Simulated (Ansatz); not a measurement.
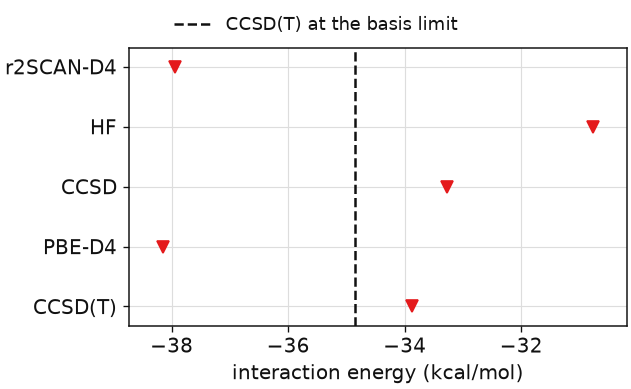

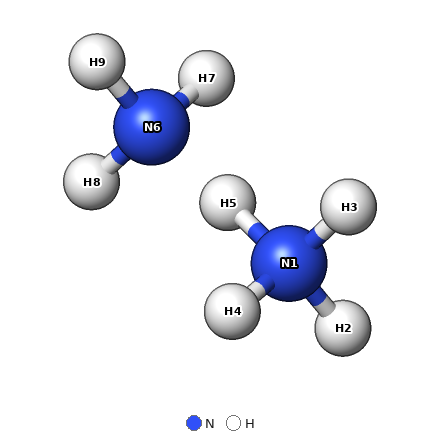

Counterpoise interaction energy of the pair H₄N⁺ and H₃N (SMILES [NH4+].N) at one optimised PBE0-D4 geometry, drawn, with the closest contact H5···N6 1.46 Å (H···H pairs aside; other arrangements can bind more strongly; the cost of deforming the partners isn't counted), def2-TZVPPD, the Ansatz code 0.2.0; cores frozen in correlated methods. The line takes HF and MP2 limits from def2-TZVPPD and QZVPPD, and the coupled-cluster step in TZVPPD. The distance of CCSD and CCSD(T) to the limit includes basis error.

Which level comes closest to the line (CCSD(T) at the basis limit), and which misses most?

Answer. Closest CCSD(T) (−33.88 kcal/mol), against −34.85 kcal/mol; farthest HF (−30.78 kcal/mol).

Give the values.

Answer.
| level | kcal/mol | less CCSD(T) at the basis limit |
| --- | --- | --- |
| r2SCAN-D4 | −37.94 | −3.09 |
| HF | −30.78 | 4.07 |
| CCSD | −33.27 | 1.58 |
| PBE-D4 | −38.15 | −3.30 |
| CCSD(T) | −33.88 | 0.97 |
| CCSD(T) at the basis limit | −34.85 | 0.00 |
